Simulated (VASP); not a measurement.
Energy against volume of LiCl (rock salt). Level of theory: optB86b-vdW, VASP's PBE PAW potentials (set 64) (plane waves; VASP).

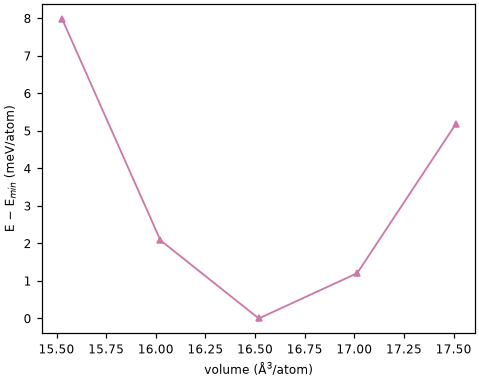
*Energy against volume*

**Question.** Estimate the equilibrium volume and the bulk modulus.

**Answer.** The minimum lies near 16.6 Å³/atom, and the curvature gives B0 of about 35 GPa.

The compound is LiCl in the rock salt structure. It was relaxed first.
